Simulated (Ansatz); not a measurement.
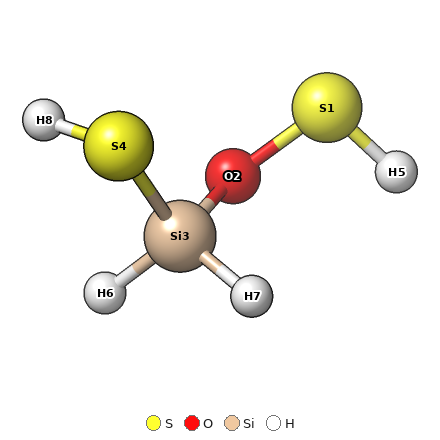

The system is H4OS2Si, SMILES SO[SiH2]S; the picture shows the reference structure. The first coordinate is: angle S4–Si3–O2; the second: angle H5–S1–O2. Nothing is relaxed (all other coordinates rigid). The scan uses a 9 × 9 grid. Energies: eV, counted from the lowest grid point. These are results of RKS PBE0-D4/def2-TZVP (Ansatz), not measurements.

Its coordinates:

```yaml
atoms:
  - { symbol: S, position_ang: [-0.3924, -0.6206, 2.0457] }
  - { symbol: O, position_ang: [-0.9555, 0.1660, 0.6950] }
  - { symbol: Si, position_ang: [0.1315, 0.4570, -0.5313] }
  - { symbol: S, position_ang: [0.9307, -1.3036, -1.4067] }
  - { symbol: H, position_ang: [-0.1555, 0.4734, 2.7972] }
  - { symbol: H, position_ang: [-0.6621, 1.2243, -1.5156] }
  - { symbol: H, position_ang: [1.3005, 1.1997, -0.0077] }
  - { symbol: H, position_ang: [-0.1972, -1.5964, -2.0766] }
```

Range: angle S4–Si3–O2 from 78.9 to 148.9°; angle H5–S1–O2 from 62.4 to 132.4°.

### What will the energy surface look like?

The lowest grid point is at angle S4–Si3–O2 = 113.9°, angle H5–S1–O2 = 97.4°. It is the only kind of minimum in the scanned range. The highest grid point, angle S4–Si3–O2 = 78.9°, angle H5–S1–O2 = 62.4°, lies 2.79 eV above the lowest. Round the minimum the two coordinates are nearly uncoupled.

| angle H5–S1–O2 ↓, angle S4–Si3–O2 → | 78.9 | 87.6 | 96.4 | 105.1 | 113.9 | 122.6 | 131.4 | 140.1 | 148.9 |
| --- | --- | --- | --- | --- | --- | --- | --- | --- | --- |
| 132.4 | 2.70 | 1.85 | 1.37 | 1.14 | 1.07 | 1.13 | 1.30 | 1.57 | 1.94 |
| 123.6 | 2.23 | 1.39 | 0.92 | 0.69 | 0.62 | 0.68 | 0.85 | 1.12 | 1.49 |
| 114.9 | 1.88 | 1.05 | 0.58 | 0.35 | 0.29 | 0.35 | 0.52 | 0.79 | 1.16 |
| 106.1 | 1.65 | 0.83 | 0.37 | 0.14 | 0.07 | 0.13 | 0.30 | 0.57 | 0.94 |
| 97.4 | 1.55 | 0.75 | 0.29 | 0.07 | 0.00 | 0.06 | 0.23 | 0.50 | 0.87 |
| 88.6 | 1.60 | 0.82 | 0.37 | 0.15 | 0.08 | 0.14 | 0.31 | 0.58 | 0.94 |
| 79.9 | 1.82 | 1.06 | 0.62 | 0.40 | 0.33 | 0.39 | 0.56 | 0.82 | 1.19 |
| 71.1 | 2.23 | 1.48 | 1.05 | 0.84 | 0.77 | 0.83 | 1.00 | 1.27 | 1.63 |
| 62.4 | 2.79 | 2.06 | 1.64 | 1.44 | 1.38 | 1.45 | 1.62 | 1.88 | 2.25 |

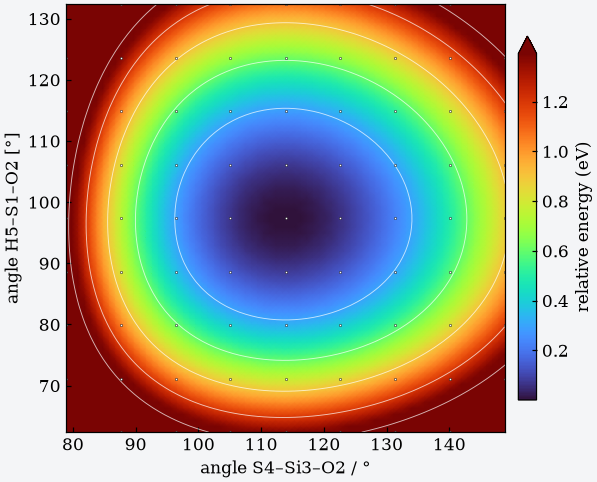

The picture shows a smooth colour map with a few white contour lines, dots at the grid points, one colour for all values above the top of the scale. Between grid points the surface is interpolated.

Each point was launched as `ansatz run input.yaml --threads 1 --pin off --max-ram 2560MiB --backend cpu --events-out ev --progress --plain --runs-dir out`. Time for the 81 points that were run: 11 min on 1 thread of Arm Neoverse V2, with other jobs on the host.
